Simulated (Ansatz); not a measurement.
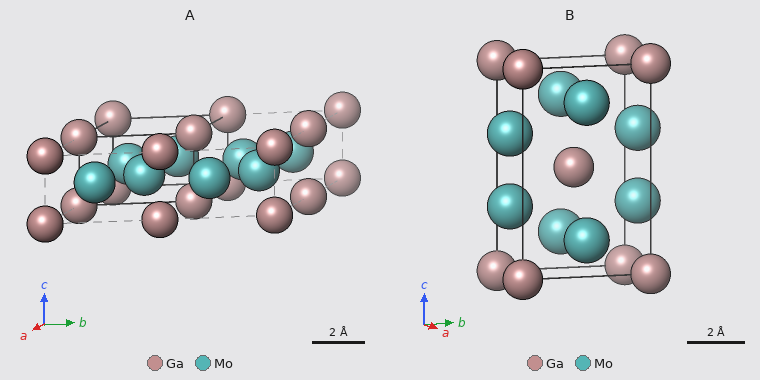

Two structures of GaMo₂, each relaxed to rest (conventional cells in solid outline, small ones repeated, not to one scale). Method: Ansatz, DFT PBE, scalar-relativistic, plane waves, PAW, without spin polarisation.

Question: Characterise the two forms.

Answer: A: AlB₂ type, P6/mmm. B: 6 atoms a cell on a body-centred orthorhombic lattice, Immm.

Question: Which structure wins energetically, and by what margin?

Answer: B is lower, by 159 meV/atom at this level of theory (energies at zero smearing). Volumes: A 15.9, B 15.9 Å³/atom.

One or both may be structure types tried for this composition rather than known phases.
